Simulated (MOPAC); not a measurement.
# Frequency calculation of C₃ClN₃Si (part 2 of 2)

Continued. System: C₃ClN₃Si, SMILES N#C[Si](Cl)(C#N)C#N. Method: PM3, closed shell (MOPAC 23.2.5). The geometry was optimised with PM3.

Geometry of the input (Å):
```
N  1.0833  2.5097  -0.7408
C  0.7337  1.4743  -0.3534
Si 0.2011  -0.0989  0.2379
Cl 1.4431  -0.6917  1.7751
C  0.2848  -1.2918  -1.0575
N  0.3390  -2.0767  -1.9092
C  -1.4496  0.0142  0.8466
N  -2.5356  0.0888  1.2458
```

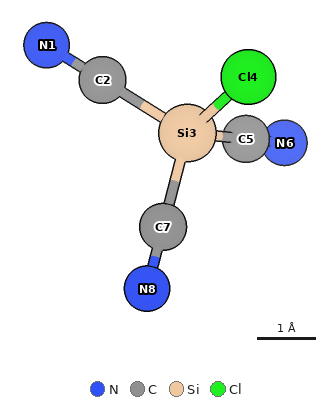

The structure (ball-and-stick view, seen at a tilt; atoms are numbered from 1 in the order of the input).

Log, continued
```
           1   -0.0270   -0.0425    0.0824   -0.2310    0.1726    0.0019    0.1544    0.0224
           2    0.5523   -0.1527   -0.1402   -0.2713   -0.2196   -0.2684   -0.0192   -0.0811
           3   -0.0326   -0.4357    0.4456    0.1618   -0.2496   -0.0851    0.0583    0.0222
           4   -0.0228   -0.0404    0.0761   -0.2143    0.1567   -0.0034    0.1378    0.0184
           5    0.1596   -0.0397   -0.0020    0.0527    0.0615    0.4804    0.0612    0.1769
           6   -0.0178   -0.1391    0.0087   -0.0023    0.0346    0.1523   -0.1931   -0.0569
           7   -0.0361   -0.0691    0.1258   -0.3262    0.2361    0.0000    0.1353    0.0124
           8   -0.0661    0.0437    0.1089    0.2733    0.3042   -0.0000    0.1170   -0.0786
           9   -0.0344   -0.0115   -0.3404   -0.0331    0.1845   -0.0000   -0.3667   -0.0205
          10   -0.1600   -0.3114    0.1346    0.3874   -0.2822   -0.0000   -0.2478   -0.0190
          11   -0.2924    0.1974    0.1158   -0.3255   -0.3642    0.0000   -0.2131    0.1241
          12   -0.1525   -0.0520   -0.3687    0.0391   -0.2207    0.0000    0.6816    0.0326
          13    0.1578    0.0054   -0.0295   -0.1209    0.0218   -0.4100    0.0477   -0.2233
          14    0.0314    0.0738    0.0702    0.2099    0.1287   -0.1991    0.1224   -0.0747
          15   -0.0005    0.1324   -0.0074   -0.0453    0.0203   -0.2151   -0.2062    0.6255
          16    0.5179    0.0738   -0.2474    0.1511   -0.2491    0.2291   -0.0832    0.1580
          17    0.1667    0.1696    0.0848    0.2932   -0.0240    0.1112    0.1424   -0.1384
          18    0.0183    0.4373    0.3953   -0.2289   -0.2643    0.1201    0.0232   -0.2321
          19   -0.0852    0.1332   -0.0283   -0.0562    0.1058    0.4134    0.0470    0.1442
          20   -0.1003   -0.0963   -0.0522    0.0658    0.1765   -0.2814    0.0168    0.2804
          21    0.0657    0.0231   -0.0479    0.0080    0.1673    0.0628   -0.2361   -0.4687
          22   -0.2313    0.4712   -0.2441    0.2880   -0.0722   -0.2310   -0.0838   -0.1116
          23   -0.2444   -0.3352   -0.2980   -0.1953    0.0528    0.1572   -0.1355   -0.2209
          24    0.2618    0.0823    0.2710    0.0886    0.3980   -0.0351   -0.0582    0.0946

   Root No.       9        10        11        12        13        14        15        16

                 3 E       4 E       4 E       3 A1      4 A1      5 E       5 E       6 E

                 377.4     455.8     455.8     457.6     545.2     630.0     630.0    2402.6

           1   -0.1421    0.0529   -0.1983   -0.3238    0.2083    0.0526   -0.3716   -0.2176
           2    0.0795   -0.2079   -0.0774   -0.0376   -0.0294    0.0537    0.0028   -0.0015
           3   -0.2879   -0.0862    0.0492    0.1142    0.0950    0.0143    0.0110   -0.0010
           4   -0.1260    0.0401   -0.1735   -0.2805    0.1756    0.0442   -0.3023    0.2485
           5   -0.1881    0.6264    0.2281    0.1110    0.0873   -0.1527   -0.0160   -0.0004
           6    0.6693    0.2560   -0.1516   -0.3501   -0.2731   -0.0454   -0.0307   -0.0006
           7   -0.0765    0.0059   -0.0224   -0.0005   -0.2327   -0.1088    0.7249   -0.0106
           8   -0.0043   -0.0233   -0.0036   -0.0005   -0.2014    0.7436    0.0321   -0.0234
           9   -0.0296   -0.0052   -0.0094    0.0016    0.6299    0.1975    0.2781   -0.0114
          10    0.1204    0.0006    0.0022   -0.0114    0.0340    0.0034   -0.0147    0.0003
          11    0.0073    0.0032    0.0017   -0.0106    0.0298   -0.0139    0.0006    0.0003
          12    0.0467    0.0011    0.0013    0.0247   -0.0884   -0.0032   -0.0053    0.0002
          13    0.2206    0.3108    0.5011    0.2699    0.0752    0.0588   -0.1644   -0.1241
          14    0.0939   -0.0871    0.3101   -0.2642    0.1558   -0.2844    0.0456    0.3308
          15   -0.1728   -0.0725    0.3285   -0.2671   -0.2881    0.0112   -0.0792   -0.0741
          16   -0.1233   -0.0165   -0.1906    0.0540   -0.1182    0.1319   -0.0032    0.1077
          17    0.0235   -0.2046   -0.0375   -0.2952    0.1931   -0.3113    0.1488   -0.2904
          18    0.0570    0.0743   -0.1248    0.1710    0.0458    0.0869   -0.0102    0.0631
          19    0.2782   -0.5162    0.2948    0.2651    0.0754   -0.0078   -0.1725    0.2009
          20    0.1149    0.1061   -0.4400    0.3746    0.0388   -0.2194   -0.0587    0.3898
          21   -0.3521   -0.0369    0.0852   -0.0668   -0.3240   -0.1404   -0.1356    0.4256
          22   -0.1629    0.1074   -0.1592    0.0530   -0.1167   -0.1240   -0.0363   -0.1767
          23   -0.1276   -0.1573    0.0263    0.1453   -0.1871   -0.1653   -0.1710   -0.3424
          24    0.0648   -0.1182   -0.1558    0.3066   -0.0725   -0.2141   -0.1589   -0.3712

   Root No.      17        18

                 6 E       5 A1

                2402.6    2406.2

           1   -0.4914   -0.3792
           2   -0.0027   -0.0022
           3   -0.0010   -0.0003
           4    0.5613    0.4358
           5    0.0048    0.0025
           6    0.0011    0.0026
           7   -0.0243   -0.0042
           8    0.0133   -0.0036
           9   -0.0047    0.0113
          10   -0.0005   -0.0012
          11    0.0003   -0.0013
          12   -0.0001    0.0013
          13    0.1674   -0.1490
          14   -0.4565    0.4005
          15    0.0997   -0.0864
          16   -0.1483    0.1290
          17    0.3990   -0.3483
          18   -0.0876    0.0767
          19    0.0198   -0.1435
          20    0.0425   -0.2783
          21    0.0450   -0.3016
          22   -0.0183    0.1251
          23   -0.0367    0.2422
          24   -0.0394    0.2623

          DESCRIPTION OF VIBRATIONS

 VIBRATION          2    1E          ATOM PAIR     ENERGY CONTRIBUTION    RADIAL
 FREQUENCY            91.69         C 2 -- Si3         +26.5% (104.7%)      3.4%
 TRANSITION DIPOLE   0.3819         Si3 -- C 5         +26.0% (103.8%)      2.7%
 TRAVEL (Ang.)       0.4463         Si3 -- C 7         +20.3% ( 91.7%)      0.0%
 REDUCED MASS        3.6926         C 7 -- N 8          +7.6% ( 56.2%)      0.0%
 EFFECTIVE MASS     17.2866
 FORCE CONSTANT      0.0183

 VIBRATION          3    1A1         ATOM PAIR     ENERGY CONTRIBUTION    RADIAL
 FREQUENCY           110.46         C 2 -- Si3         +24.7% (181.5%)      1.8%
 TRANSITION DIPOLE   1.4711         Si3 -- C 5         +24.7% (181.5%)      1.8%
 TRAVEL (Ang.)       0.4073         Si3 -- C 7         +24.7% (181.3%)      1.3%
 REDUCED MASS        3.6792         Si3 -- Cl4         +11.8% (125.1%)     99.6%
 EFFECTIVE MASS     23.9422
 FORCE CONSTANT      0.0264

 VIBRATION          5    2E          ATOM PAIR     ENERGY CONTRIBUTION    RADIAL
 FREQUENCY           134.86         Si3 -- C 7         +44.4% (360.3%)     57.5%
 TRANSITION DIPOLE   1.2737         C 2 -- Si3         +20.9% (247.2%)      7.3%
 TRAVEL (Ang.)       0.3397         Si3 -- C 5         +13.9% (201.9%)      2.8%
 REDUCED MASS        4.3324         Si3 -- Cl4          +9.7% (168.8%)      0.0%
 EFFECTIVE MASS     30.7600
 FORCE CONSTANT      0.0464

 VIBRATION          6    1A2         ATOM PAIR     ENERGY CONTRIBUTION    RADIAL
 FREQUENCY           323.61         C 7 -- N 8         +19.9% ( 71.2%)      0.0%
 TRANSITION DIPOLE   0.0000         C 5 -- N 6         +19.9% ( 71.2%)      0.0%
 TRAVEL (Ang.)       0.2837         N 1 -- C 2         +19.9% ( 71.2%)      0.0%
 REDUCED MASS        2.5897         Si3 -- C 7         +13.4% ( 58.5%)      0.0%
 EFFECTIVE MASS     12.4716         Si3 -- C 5         +13.4% ( 58.5%)      0.0%
 FORCE CONSTANT      0.1598         C 2 -- Si3         +13.4% ( 58.5%)      0.0%

 VIBRATION          7    2A1         ATOM PAIR     ENERGY CONTRIBUTION    RADIAL
 FREQUENCY           332.93         Si3 -- Cl4         +25.7% ( 94.8%)    100.0%
 TRANSITION DIPOLE   1.5439         Si3 -- C 7         +21.0% ( 85.8%)      0.1%
 TRAVEL (Ang.)       0.1272         Si3 -- C 5         +21.0% ( 85.8%)      0.0%
 REDUCED MASS       12.5139         C 2 -- Si3         +21.0% ( 85.8%)      0.0%
 EFFECTIVE MASS     28.6239
 FORCE CONSTANT      0.8173

 VIBRATION          9    3E          ATOM PAIR     ENERGY CONTRIBUTION    RADIAL
 FREQUENCY           377.38         C 2 -- Si3         +34.0% ( 91.2%)      0.5%
 TRANSITION DIPOLE   0.1973         N 1 -- C 2         +27.7% ( 82.3%)      0.0%
 TRAVEL (Ang.)       0.2154         Si3 -- C 7         +14.8% ( 60.1%)      0.2%
 REDUCED MASS        3.8527         C 7 -- N 8         +11.9% ( 54.0%)      0.1%
 EFFECTIVE MASS     12.8190
 FORCE CONSTANT      0.3233

 VIBRATION         11    4E          ATOM PAIR     ENERGY CONTRIBUTION    RADIAL
 FREQUENCY           455.76         C 2 -- Si3         +24.9% ( 72.4%)     23.5%
 TRANSITION DIPOLE   0.1187         Si3 -- C 7         +20.8% ( 66.2%)      4.1%
 TRAVEL (Ang.)       0.1994         C 5 -- N 6         +18.8% ( 63.0%)      0.0%
 REDUCED MASS        3.7228         Si3 -- C 5         +16.8% ( 59.5%)      0.3%
 EFFECTIVE MASS     12.3732         C 7 -- N 8         +12.7% ( 51.7%)      0.1%
 FORCE CONSTANT      0.4556

 VIBRATION         12    3A1         ATOM PAIR     ENERGY CONTRIBUTION    RADIAL
 FREQUENCY           457.63         Si3 -- C 5         +27.7% (116.4%)     36.7%
 TRANSITION DIPOLE   0.2120         C 2 -- Si3         +27.7% (116.3%)     36.5%
 TRAVEL (Ang.)       0.2561         Si3 -- C 7         +27.6% (116.2%)     38.3%
 REDUCED MASS        2.2469         C 5 -- N 6          +5.7% ( 52.7%)      0.7%
 EFFECTIVE MASS     13.0113
 FORCE CONSTANT      0.2772

 VIBRATION         13    4A1         ATOM PAIR     ENERGY CONTRIBUTION    RADIAL
 FREQUENCY           545.18         C 2 -- Si3         +26.7% ( 88.3%)     15.7%
 TRANSITION DIPOLE   3.6728         Si3 -- C 5         +26.7% ( 88.3%)     15.5%
 TRAVEL (Ang.)       0.1296         Si3 -- C 7         +26.7% ( 88.3%)     14.1%
 REDUCED MASS        7.3657         Si3 -- Cl4         +10.4% ( 55.1%)    100.0%
 EFFECTIVE MASS     19.9048
 FORCE CONSTANT      1.2898

 VIBRATION         15    5E          ATOM PAIR     ENERGY CONTRIBUTION    RADIAL
 FREQUENCY           629.99         C 2 -- Si3         +41.8% (117.3%)     91.5%
 TRANSITION DIPOLE   4.6094         Si3 -- C 7         +24.1% ( 89.0%)     42.3%
 TRAVEL (Ang.)       0.1000         Si3 -- C 5         +16.9% ( 74.6%)     16.6%
 REDUCED MASS       10.7093         Si3 -- Cl4         +11.5% ( 61.6%)      0.0%
 EFFECTIVE MASS     21.5169
 FORCE CONSTANT      2.5042

 VIBRATION         17    6E          ATOM PAIR     ENERGY CONTRIBUTION    RADIAL
 FREQUENCY          2402.62         N 1 -- C 2         +41.9% ( 74.6%)    100.0%
 TRANSITION DIPOLE   0.8856         C 5 -- N 6         +32.7% ( 66.0%)    100.0%
 TRAVEL (Ang.)       0.0931         C 2 -- Si3         +13.8% ( 42.9%)    100.0%
 REDUCED MASS        3.2380         Si3 -- C 5         +10.8% ( 37.9%)     99.9%
 EFFECTIVE MASS     12.8681
 FORCE CONSTANT     11.0127

 VIBRATION         18    5A1         ATOM PAIR     ENERGY CONTRIBUTION    RADIAL
 FREQUENCY          2406.25         C 5 -- N 6         +25.1% ( 57.7%)    100.0%
 TRANSITION DIPOLE   0.2976         N 1 -- C 2         +25.1% ( 57.7%)    100.0%
 TRAVEL (Ang.)       0.1138         C 7 -- N 8         +25.0% ( 57.6%)    100.0%
 REDUCED MASS        2.1629         Si3 -- C 5          +8.3% ( 33.2%)     99.9%
 EFFECTIVE MASS     12.8545
 FORCE CONSTANT      7.3786

      SYMMETRY NUMBER FOR POINT-GROUP C3v =  3

          SYSTEM IS A GROUND STATE

 C3ClN3Si charge 0

          MOLECULE IS NOT LINEAR

          THERE ARE 18 GENUINE VIBRATIONS IN THIS SYSTEM
          THIS THERMODYNAMICS CALCULATION IS LIMITED TO
          MOLECULES WHICH HAVE NO INTERNAL ROTATIONS

                    CALCULATED THERMODYNAMIC PROPERTIES
                                          *
   TEMP. (K)   PARTITION FUNCTION   H.O.F.    ENTHALPY  HEAT CAPACITY ENTROPY
                                   KCAL/MOL   CAL/MOLE    CAL/K/MOL  CAL/K/MOL

 298.00  VIB.     0.3139D+03                  3917.8828    23.0933    24.5717
         ROT.     0.2141D+06                   888.2803     2.9808    27.3725
         INT.     0.6721D+08                  4806.1632    26.0741    51.9442
         TRA.     0.1629D+28                  1480.4672     4.9680    40.7524
         TOT.                       18.675    6286.6303    31.0422    92.6967

 298.00  VIB.     0.3139D+03                  3917.8828    23.0933    24.5717
         ROT.     0.2141D+06                   888.2803     2.9808    27.3725
         INT.     0.6721D+08                  4806.1632    26.0741    51.9442
         TRA.     0.1629D+28                  1480.4672     4.9680    40.7524
         TOT.                       18.675    6286.6303    31.0422    92.6967

 398.00  VIB.     0.2623D+04                  6368.8024    25.6739    31.6458
         ROT.     0.3305D+06                  1186.3609     2.9808    28.2350
         INT.     0.8671D+09                  7555.1634    28.6547    59.8808
         TRA.     0.2514D+28                  1977.2682     4.9680    42.1900
         TOT.                       21.921    9532.4316    33.6227   102.0707

   *: NOTE: HEATS OF FORMATION ARE RELATIVE TO THE
            ELEMENTS IN THEIR STANDARD STATE AT 298K
              (=  Standard Enthalpy of Formation).

            Hvib:  Zero-point energy is not included.
                   frequencies of less than zero cm-1 are not included.
            Hrot = (3/2)RT
            Htra = (3/2)RT + pV = (5/2)RT

            Heat capacity is Cp, not Cv

           FORCE CONSTANT IN CARTESIAN COORDINATES (Millidynes/A)

    ATOM   CHEMICAL       X               Y               Z
   NUMBER   SYMBOL  FORCE CONSTANT  FORCE CONSTANT  FORCE CONSTANT

      1       N       21.509659        0.220050        0.216174
      2       C       23.707465        0.998772        0.980325
      3      Si        3.966350        4.003709        3.026348
      4      Cl        0.312974        0.278155        1.189062
      5       C        3.634104       20.158986        1.893472
      6       N        2.683391       18.181649        1.080844
      7       C        3.466587       10.286321       11.933654
      8       N        2.526655        8.910748       10.508480

 *                    *
 * JOB ENDED NORMALLY *
 *                    *

 TOTAL JOB TIME:             0.04 SECONDS

 == MOPAC DONE ==
```

Results in brief

| quantity | value |
| --- | --- |
| outcome | converged |
| heat of formation | 18.68 kcal/mol |
| basis functions | 32 |
| zero-point energy | 0.028160 hartree |
| wavenumbers, lowest and highest | 92 and 2406 cm⁻¹ |
| peak memory | 0.09 GiB |

MOPAC's energies along a path are heats of formation.
